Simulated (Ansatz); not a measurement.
## Moving the knobs of a GW run on NaSrCeSbO6 (F-43m)

A base run on NaSrCeSbO6 (F-43m), then changed inputs.

Program: Ansatz 0.2.0. Level of theory: G0W0 on PBE, plane waves, PAW; PAW set soft_1. Results are calculated unless marked as measured.

In doubt: one-shot GW on d or f shells is unsure, so the values of those runs are not to be relied on.

## 1. Set-up

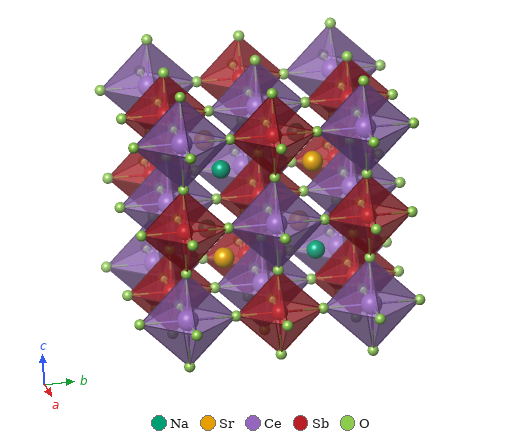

Start, viewed slightly off an axis; sodium teal, strontium orange, cerium purple, antimony red, oxygen green. This picture shows the conventional cell, with its axes. Some periodic images of atoms are drawn too.

Structure file:

```cif
data_structure
_symmetry_space_group_name_H-M 'P 1'
_symmetry_Int_Tables_number 1
_cell_length_a 5.9538
_cell_length_b 5.9538
_cell_length_c 5.9538
_cell_angle_alpha 60.000
_cell_angle_beta 60.000
_cell_angle_gamma 60.000
_cell_volume 149.23
loop_
_atom_site_label
_atom_site_type_symbol
_atom_site_fract_x
_atom_site_fract_y
_atom_site_fract_z
_atom_site_occupancy
Na1 Na 0.75000 0.75000 0.75000 1
Sr2 Sr 0.25000 0.25000 0.25000 1
Ce3 Ce 0.00000 0.00000 0.00000 1
Sb4 Sb 0.50000 0.50000 0.50000 1
O5 O 0.73749 0.26251 0.26251 1
O6 O 0.26251 0.73749 0.73749 1
O7 O 0.73749 0.73749 0.26251 1
O8 O 0.26251 0.26251 0.73749 1
O9 O 0.26251 0.73749 0.26251 1
O10 O 0.73749 0.26251 0.73749 1
```

The cell and positions are those that the Materials Project relaxed with its own functionals (PBE, PBE+U or r2SCAN), kept fixed. Spin-orbit coupling is left out unless a step names it.

## 2. The base run: 2×2×2 mesh, 380 empty bands, screening to 108 eV, PAW set soft_1 files

Now the one-shot GW correction: screening in the RPA, then the self-energy of the levels asked for. This step takes PAW set soft_1 files.

File input.yaml:

```yaml
crystal:
  lattice:
    - [0.0, 4.20998119, 4.20998119]
    - [4.20998119, 0.0, 4.20998119]
    - [4.20998119, 4.20998119, 0.0]
  atoms:
    - { symbol: Na, position: [0.75, 0.75, 0.75] }
    - { symbol: Sr, position: [0.25, 0.25, 0.25] }
    - { symbol: Ce, position: [0.0, 0.0, 0.0] }
    - { symbol: Sb, position: [0.5, 0.5, 0.5] }
    - { symbol: O, position: [0.73748545, 0.26251455, 0.26251455] }
    - { symbol: O, position: [0.26251455, 0.73748545, 0.73748545] }
    - { symbol: O, position: [0.73748545, 0.73748545, 0.26251455] }
    - { symbol: O, position: [0.26251455, 0.26251455, 0.73748545] }
    - { symbol: O, position: [0.26251455, 0.73748545, 0.26251455] }
    - { symbol: O, position: [0.73748545, 0.26251455, 0.73748545] }
kpoints:
  mp_grid: { grid: [2, 2, 2] }
hamiltonian:
  xc: pbe
  pseudopotentials: { kind: paw, azcp: { folder: soft_1 } }
scf:
  occupations: { method: fixed }
gw:
  n_empty_bands: 380
  ecut_chi: 108
  qp_bands: [v3, c3]
  qp_kpoints: band_edges
  screening: { model: contour_deformation }
```

Started as:

```sh
$ ansatz run input.yaml --threads 2 --pin off --max-ram 92160MiB --backend cuda --events-out ev --progress --plain --runs-dir out --devices 1 --max-vram 13GiB
```

Numbers of over 12 decimals in the logs are rounded to 6 here.

The program printed:

```text
GPUs: using 1 of 1 available (devices: 1).
Engine: ansatz 0.2.0, x86_64-unknown-linux-gnu
Pseudopotentials: kind: paw
Pseudopotential: Na, paw, valence charge 9, recommended cutoff 420 eV (normal), soft_1/Na.paw.azcp
Pseudopotential: Sr, paw, valence charge 10, recommended cutoff 420 eV (normal), soft_1/Sr.paw.azcp
Pseudopotential: Ce, paw, valence charge 12, recommended cutoff 420 eV (normal), soft_1/Ce.paw.azcp
Pseudopotential: Sb, paw, valence charge 15, recommended cutoff 420 eV (normal), soft_1/Sb.paw.azcp
Pseudopotential: O, paw, valence charge 6, recommended cutoff 420 eV (normal), soft_1/O.paw.azcp
Functional definition: PBE
  parameter kappa = 0.804
  parameter beta = 0.066725
  exchange = pbe_x(kappa = kappa, mu = beta*pi^2/3)
  correlation = pbe_c(beta = beta)
device memory: the entry about to start is reckoned to put 1.9 GiB on a device that reports 38.4 GiB free (of which the cap on the GPU budget leaves the run 13.0 GiB)
GPU FFT provider: cuFFT
GPU libraries: cuBLAS 13.8.2, cuFFT 12.4.0, cuSOLVER 12.3.4
Crystal: 10 atoms, lattice volume = 149.235 Å³
Basis set: ecut = 420 eV, 2891 PW (Γ)
Bands: 51, of which v1, the nominal top of the filled ones, is band 41 counted from 1 (40 counted from 0)
Symmetry: 24 space group operations
Space group: F-43m (ITA 216), of the structure as read, at distance tolerance 5.3e-5 Å
k-points: 3 of 8
Non-local potential: Na, projectors of the file, l = 0: 3, l = 1: 2, l = 2: 1
Non-local potential: Sr, projectors of the file, l = 0: 3, l = 1: 2, l = 2: 2
Non-local potential: Ce, projectors of the file, l = 0: 3, l = 1: 2, l = 2: 2, l = 3: 3
Non-local potential: Sb, projectors of the file, l = 0: 2, l = 1: 2, l = 2: 2, l = 3: 1
Non-local potential: O, projectors of the file, l = 0: 2, l = 1: 2, l = 2: 1
PAW form: soft (Blöchl's): semilocal exchange-correlation on the pseudo side does not see the compensation charge
PAW one-centre angular grid: Na, 110 points (default); XC on 64 Gauss nodes
PAW one-centre angular grid: Sr, 110 points (default); XC on 64 Gauss nodes
PAW one-centre angular grid: Ce, 590 points (default); XC on 64 Gauss nodes
PAW one-centre angular grid: Sb, 590 points (default); XC on 64 Gauss nodes
PAW one-centre angular grid: O, 110 points (default); XC on 64 Gauss nodes
Initial density: superposition of atomic densities (chi_scale 0.1, normalization cell, long waves kept (reshape's long-wave potential 0.01 eV rms))
Initial wavefunctions: pseudopotential atomic-orbital guess
GPU buffer pool allocated for 64000 grid points (all kernels)
GPU transforms: local potential and band sums: pruned to the plane-wave sphere, on 40×40×40
Functional: x = pbe(κ = 0.804, μ = 0.219515), c = pbe(β = 0.066725)
[...]
E_local      = -6257.344813  (includes V_loc(G=0)·N_el)
  E_nonlocal   = 1317.145143
  E_hartree    = 2271.192425
  E_xc         = -890.281500
  E_vxc        = -1018.343562  (∫ρ·V_xc dr)
  E_paw        = -14082.545885  (= ΣΔE_a)
  E_vpaw       = -847.396556  (= ΣTr[D̂ρ^β])
  E_aug_tail   = 0.004747  (compensation charges beyond the density's cutoff)
  E_ewald      = -5625.690528
  E_smearing   = -0.000000  (= −TS)
  E_closure    = 0.000000  (closes the sum)
  Σ components = -21504.224028   (vs F -21504.224028, Δ=0.00e0)
--- Band table (eV) ---
  k-point 0: bands = [... 37 lower, 6.2915, 7.3918, 7.3918, 7.3918, 9.4391, 9.7488, 9.7488, 9.7488, ... 6 higher]
  k-point 1: bands = [... 37 lower, 6.6640, 6.9215, 6.9676, 6.9676, 9.4528, 9.6424, 9.7040, 9.7040, ... 6 higher]
  k-point 2: bands = [... 37 lower, 6.2140, 6.3279, 6.3279, 7.3621, 9.4568, 9.6825, 9.6825, 9.7502, ... 6 higher]
--- G₀W₀: contour deformation, 6 samples at zero and on the imaginary axis and 1 off it, 8 q-points, 380 empty bands' worth ---
  eigenvalues of the whole cell's RPA ε∞ on this k-mesh (on a slab, of 1 + 4πα/V) = 4.4824, 4.4824, 4.4824; static W/v taken at q = 0 is 0.223093
  bands read: the sum over 421 bands ends inside a degenerate multiplet in 1 slot, whose members it reads at an even weight; the widest, k=2: bands 421 to 422 (counted from 1) at 1/2 each
  gw.qp_kpoints: band_edges: 3 of 3 stored k-points solved, in 1 pass; an edge of the gap read off the rows below is read off those points alone
  `?` marks the rows in doubt; gw_qp.tsv's column doubts and the gw_qp event give each row's grounds
    ik  band        ε_KS         Σx   Σc(E_QP)       V_xc       Z   E_QP_lin       E_QP  E_QP is
     0    39      7.3918   -26.0760     4.9331   -20.6701  0.7173     6.9137     6.9191  root
     0    40      7.3918   -26.0760     4.9331   -20.6701  0.7173     6.9137     6.9191  root
     0    41      7.3918   -26.0760     4.9331   -20.6701  0.7173     6.9137     6.9191  root
     0    42      9.4391   -22.4294   -12.6519   -37.3021  0.5782    12.0033    11.6598  root ?
     0    43      9.7488   -23.6492   -11.8329   -37.6749  0.5790    12.2636    11.9417  root ?
     0    44      9.7488   -23.6492   -11.8329   -37.6749  0.5790    12.2636    11.9417  root ?
     1    39      6.9215   -25.7676     4.7026   -20.6409  0.7060     6.4926     6.4975  root
     1    40      6.9676   -25.7940     4.5130   -20.8368  0.7212     6.5184     6.5233  root
     1    41      6.9676   -25.7940     4.5130   -20.8368  0.7212     6.5184     6.5233  root
     1    42      9.4528   -22.5522   -12.7183   -37.4942  0.5765    12.0225    11.6765  root ?
     1    43      9.6424   -23.9773   -10.6141   -36.8525  0.6084    12.2152    11.9034  root ?
     1    44      9.7040   -23.5873   -11.9331   -37.7323  0.5804    12.2460    11.9159  root ?
     2    39      6.3279   -25.2396     4.4421   -20.3668  0.7107     5.8917     5.8973  root
     2    40      6.3279   -25.2396     4.4421   -20.3668  0.7107     5.8917     5.8973  root
     2    41      7.3621   -25.9879     4.9201   -20.5916  0.7172     6.8804     6.8860  root
     2    42      9.4568   -22.5847   -12.7387   -37.5477  0.5760    12.0280    11.6811  root ?
     2    43      9.6825   -23.5912   -11.8958   -37.7067  0.5822    12.2369    11.9022  root ?
     2    44      9.6825   -23.5912   -11.8958   -37.7067  0.5822    12.2369    11.9022  root ?
[key lines of the parts left out:]
SCF converged after 17 iterations
Free energy (F): -21504.224028 eV
Fermi energy:    7.391821 eV
```

Elapsed: 10 s, on 1 × NVIDIA H100 80GB HBM3 (shared by 6 runs) with 2 threads of AMD EPYC 7R13 (Zen 3), shared host; peak memory 1.2 GiB; 10 s of CPU time.

Reading the cycles: dr2 is the Hartree energy of the density residual (eV), the measure of convergence; HF is the Harris–Foulkes estimate of the energy, which meets the free energy F at convergence.

This step gave:

* bands summed: 421
* RPA ε∞ on this mesh (eigenvalues): 4.482, 4.482, 4.482
* plane waves in the screening matrix: 339
* q-points in the mesh: 8
* G0W0 gap on the mesh: 4.741 eV
* k of the valence top: 0, 0, 0
* k of the conduction bottom: 0, 0, 0
* starting gap on the mesh: 2.047 eV
* Z at the valence top: 0.7173
* Z at the conduction bottom: 0.5782
* least direct G0W0 gap on the computed points: 4.741 eV

The gap on the mesh goes from 2.05 eV to 4.74 eV, a correction of +2.69 eV. The program marks an edge row as in doubt. Between the two edge states, bare exchange in place of the xc potential would open the gap by 20.28 eV, and correlation takes back 17.59 eV.

## 3. Variant: wavefunction cutoff

Edit input.yaml of step 2 so:

```diff
@@ -24,4 +24,4 @@
 gw:
-  n_empty_bands: 380
-  ecut_chi: 108
+  n_empty_bands: 338
+  ecut_chi: 100
   qp_bands: [v3, c3]
@@ -29 +29,3 @@
   screening: { model: contour_deformation }
+basis:
+  ecutwfc: 600
```

The program printed:

```text
GPUs: using 1 of 1 available (devices: 1).
[...]
GPU FFT provider: cuFFT
GPU libraries: cuBLAS 13.8.2, cuFFT 12.4.0, cuSOLVER 12.3.4
Crystal: 10 atoms, lattice volume = 149.235 Å³
Basis set: ecut = 600 eV, 4957 PW (Γ)
Bands: 51, of which v1, the nominal top of the filled ones, is band 41 counted from 1 (40 counted from 0)
[... 1 set-up line as in the run before ...]
[...]
k-points: 3 of 8
[...]
GPU buffer pool allocated for 110592 grid points (all kernels)
[...]
SCF iter   1: F=—  HF=-21510.407317 eV  |F-HF|=—  |Δ(HF+E_count)|=         —  Δρ=2.31e-1  dr2=1.48e2  ethr=3.10e-3  ⟨swp⟩=4.7  Hψ=534  notcnv=0  defer=19
[...]
SCF iter  18: F=-21504.247012 eV  HF=-21504.247012 eV  |F-HF|=9.09e-10  |Δ(HF+E_count)|=   2.43e-8  Δρ=8.67e-7  dr2=1.08e-9  ethr=1.22e-10  ⟨swp⟩=14.0  Hψ=687  notcnv=0
SCF 1 converged in 18 iterations: F = -21504.247012 eV  dr2 = 1.08e-9
[...]
NSCF: frozen V_eff on 3 k-points
[...]
G₀W₀ screening: q 1/3
[... further progress lines ...]
[...]
SCF converged after 18 iterations
Free energy (F): -21504.247012 eV
[...]
Internal energy: -21504.247012 eV  (E = F + TS)
E sigma→0 (E₀):  -21504.247012 eV
Fermi energy:    7.391656 eV
[...]
--- Band table (eV) ---
  k-point 0: bands = [... 37 lower, 6.2910, 7.3917, 7.3917, 7.3917, 9.4390, 9.7487, 9.7487, 9.7487, ... 6 higher]
  k-point 1: bands = [... 37 lower, 6.6637, 6.9211, 6.9677, 6.9677, 9.4527, 9.6423, 9.7039, 9.7039, ... 6 higher]
  k-point 2: bands = [... 37 lower, 6.2140, 6.3278, 6.3278, 7.3622, 9.4566, 9.6824, 9.6824, 9.7501, ... 6 higher]
[...]
0    39      7.3917   -26.0768     4.9677   -20.6715  0.7181     6.9495     6.9541  root
     0    40      7.3917   -26.0768     4.9677   -20.6715  0.7181     6.9495     6.9541  root
     0    41      7.3917   -26.0768     4.9677   -20.6715  0.7181     6.9495     6.9541  root
     0    42      9.4390   -22.4303   -12.6050   -37.3033  0.5794    12.0598    11.7070  root ?
     0    43      9.7487   -23.6499   -11.7817   -37.6762  0.5803    12.3254    11.9933  root ?
     0    44      9.7487   -23.6499   -11.7817   -37.6762  0.5803    12.3254    11.9933  root ?
     1    39      6.9211   -25.7685     4.7354   -20.6425  0.7068     6.5265     6.5307  root
     1    40      6.9677   -25.7953     4.5481   -20.8390  0.7220     6.5555     6.5596  root
     1    41      6.9677   -25.7953     4.5481   -20.8390  0.7220     6.5555     6.5596  root
     1    42      9.4527   -22.5528   -12.6702   -37.4951  0.5778    12.0796    11.7248  root ?
     1    43      9.6423   -23.9780   -10.5631   -36.8536  0.6098    12.2754    11.9549  root ?
     1    44      9.7039   -23.5879   -11.8795   -37.7332  0.5817    12.3072    11.9698  root ?
     2    39      6.3278   -25.2396     4.4762   -20.3666  0.7115     5.9264     5.9310  root
     2    40      6.3278   -25.2396     4.4762   -20.3666  0.7115     5.9264     5.9310  root
     2    41      7.3622   -25.9885     4.9543   -20.5924  0.7180     6.9156     6.9204  root
     2    42      9.4566   -22.5854   -12.6902   -37.5487  0.5773    12.0852    11.7298  root ?
     2    43      9.6824   -23.5918   -11.8396   -37.7076  0.5836    12.2979    11.9586  root ?
     2    44      9.6824   -23.5918   -11.8396   -37.7076  0.5836    12.2979    11.9586  root ?
```

It took 7.8 s on 1 × NVIDIA H100 80GB HBM3 (shared by 6 runs) with 2 threads; peak memory 1.4 GiB; 9.7 s of CPU time.

The G0W0 gap on the mesh is 4.753 eV.

Against the base:

| setting | base | variant |
| --- | --- | --- |
| empty bands | 380 | 338 |
| screening cutoff (eV) | 108 | 100 |
| typed cutoff | - | 600 |

| quantity | variant | base |
| --- | --- | --- |
| starting gap on the mesh | 2.047 | 2.047 |
| G0W0 gap on the mesh | 4.753 | 4.741 |
| least direct G0W0 gap on the computed points | 4.753 | 4.741 |
| Z at the valence top | 0.718 | 0.717 |
| Z at the conduction bottom | 0.579 | 0.578 |

## 4. Variant: coarser q mesh

Edit input.yaml of step 3 so:

```diff
@@ -29,3 +29,2 @@
   screening: { model: contour_deformation }
-basis:
-  ecutwfc: 600
+  q_mesh: [1, 1, 1]
```

The program printed:

```text
GPUs: using 1 of 1 available (devices: 1).
[...]
GPU FFT provider: cuFFT
GPU libraries: cuBLAS 13.8.2, cuFFT 12.4.0, cuSOLVER 12.3.4
Crystal: 10 atoms, lattice volume = 149.235 Å³
Basis set: ecut = 420 eV, 2891 PW (Γ)
Bands: 51, of which v1, the nominal top of the filled ones, is band 41 counted from 1 (40 counted from 0)
[... 1 set-up line as in the run before ...]
[...]
k-points: 3 of 8
[...]
GPU buffer pool allocated for 64000 grid points (all kernels)
[...]
SCF iter   1: F=—  HF=-21510.389154 eV  |F-HF|=—  |Δ(HF+E_count)|=         —  Δρ=2.31e-1  dr2=1.48e2  ethr=3.10e-3  ⟨swp⟩=4.7  Hψ=544  notcnv=0  defer=19
[...]
SCF iter  17: F=-21504.224028 eV  HF=-21504.224028 eV  |F-HF|=4.35e-9  |Δ(HF+E_count)|=   2.30e-8  Δρ=2.08e-6  dr2=6.32e-9  ethr=1.22e-10  ⟨swp⟩=14.0  Hψ=759  notcnv=0
SCF 1 converged in 17 iterations: F = -21504.224028 eV  dr2 = 6.32e-9
[...]
G₀W₀ screening: q 1/1
[... further progress lines ...]
[...]
SCF converged after 17 iterations
Free energy (F): -21504.224028 eV
[...]
Internal energy: -21504.224028 eV  (E = F + TS)
E sigma→0 (E₀):  -21504.224028 eV
Fermi energy:    7.391821 eV
[...]
--- Band table (eV) ---
  k-point 0: bands = [... 37 lower, 6.2915, 7.3918, 7.3918, 7.3918, 9.4391, 9.7488, 9.7488, 9.7488, ... 6 higher]
  k-point 1: bands = [... 37 lower, 6.6640, 6.9215, 6.9676, 6.9676, 9.4528, 9.6424, 9.7040, 9.7040, ... 6 higher]
  k-point 2: bands = [... 37 lower, 6.2140, 6.3279, 6.3279, 7.3621, 9.4568, 9.6825, 9.6825, 9.7502, ... 6 higher]
[...]
0    39      7.3918   -27.0339     5.7329   -20.6701  0.7068     6.7494     6.7609  root
     0    40      7.3918   -27.0339     5.7329   -20.6701  0.7068     6.7494     6.7609  root
     0    41      7.3918   -27.0339     5.7329   -20.6701  0.7068     6.7494     6.7609  root
     0    42      9.4391   -22.4224   -12.4033   -37.3021  0.5940    12.2993    11.9155  root ?
     0    43      9.7488   -23.6727   -11.5440   -37.6749  0.5956    12.5680    12.2071  root ?
     0    44      9.7488   -23.6727   -11.5440   -37.6749  0.5956    12.5680    12.2071  root ?
     1    39      6.9215   -26.2506     5.1276   -20.6409  0.7035     6.4328     6.4395  root
     1    40      6.9676   -26.2749     4.9208   -20.8368  0.7168     6.4431     6.4502  root
     1    41      6.9676   -26.2749     4.9208   -20.8368  0.7168     6.4431     6.4502  root
     1    42      9.4528   -22.5835   -12.4384   -37.4942  0.5924    12.3033    11.9250  root ?
     1    43      9.6424   -22.7022   -11.6176   -36.8525  0.6059    12.5423    12.1750  root ?
     1    44      9.7040   -23.3156   -11.9277   -37.7323  0.5938    12.5688    12.1930  root ?
     2    39      6.3279   -25.7417     4.8520   -20.3668  0.7098     5.7968     5.8051  root
     2    40      6.3279   -25.7417     4.8520   -20.3668  0.7098     5.7968     5.8051  root
     2    41      7.3621   -26.5808     5.4610   -20.5916  0.7089     6.8262     6.8340  root
     2    42      9.4568   -22.5132   -12.5293   -37.5477  0.5920    12.3659    11.9621  root ?
     2    43      9.6825   -23.1409   -12.0420   -37.7067  0.5939    12.5929    12.2063  root ?
     2    44      9.6825   -23.1409   -12.0420   -37.7067  0.5939    12.5929    12.2063  root ?
```

Wall time 8.4 s (1 × NVIDIA H100 80GB HBM3 (shared by 6 runs) with 2 threads); peak memory 1.2 GiB.

Against the base:

| setting | base | variant |
| --- | --- | --- |
| empty bands | 380 | 338 |
| screening cutoff (eV) | 108 | 100 |
| q mesh | - | [1, 1, 1] |

| quantity | variant | base |
| --- | --- | --- |
| starting gap on the mesh | 2.047 | 2.047 |
| G0W0 gap on the mesh | 5.082 | 4.741 |
| least direct G0W0 gap on the computed points | 5.128 | 4.741 |
| Z at the valence top | 0.709 | 0.717 |
| Z at the conduction bottom | 0.594 | 0.578 |

## 5. Outcome

| Quantity | Value |
| --- | --- |
| base | 4.74 eV, 10 s |
| wavefunction cutoff | 4.75 eV, 7.8 s |
| coarser q mesh | 5.08 eV, 8.4 s |

What this shows: Wavefunction cutoff: the gap moves by +0.01 eV (the plane-wave cutoff goes from 420 to 600 eV). The variant differs from the base in empty bands, screening cutoff and typed cutoff together, so the change can't be laid to one of them. Coarser q mesh: the gap moves by +0.34 eV; such settings are too crude to quote. The variant differs from the base in empty bands, screening cutoff and q mesh together, so the change can't be laid to one of them. All runs here use a coarse mesh and modest cutoffs; they test settings and are not final values. The 2×2×2 mesh is coarse for this cell (its supercell is 12 Å along the shortest edge). The RPA ε∞ on it, from the PBE start, is 4.48; such meshes misread the long-range screening, most where the gap is narrow. Empty 4f levels lie among the conduction bands. Their place in the start is unsure; it enters the screening, and the edge itself where they lie low. The runs have no spin polarisation. For a closed low-spin shell that is the natural state; where a d or f shell is open it is a constraint, and the gap is then not the crystal's own. The compound holds f electrons or empty f levels, where one-shot G0W0 is unsure. The many-body steps are scalar-relativistic: spin-orbit coupling is not in them. The program marks a band-edge row as in doubt, so the gap is less sure than its digits.

[Paths, hosts, dates, memory and timing lines, banners, echoed tables and standing remarks are left out of the program output.]

[Logs are printed without paths, hosts, clocks, repeated set-up lines and the standing remarks that a program may print on its own settings, such as how far it seeks lower states.]

[Runs of the session that timed out or met a known fault of the program may be left out.]

[Cells called generated may have been cut or substituted from an entry of the Crystallography Open Database or the Materials Project.]

[Hosts, paths, dates, database ids (printed as entryN), source tags and the programs' standing remarks are cut or masked in the printed files.]
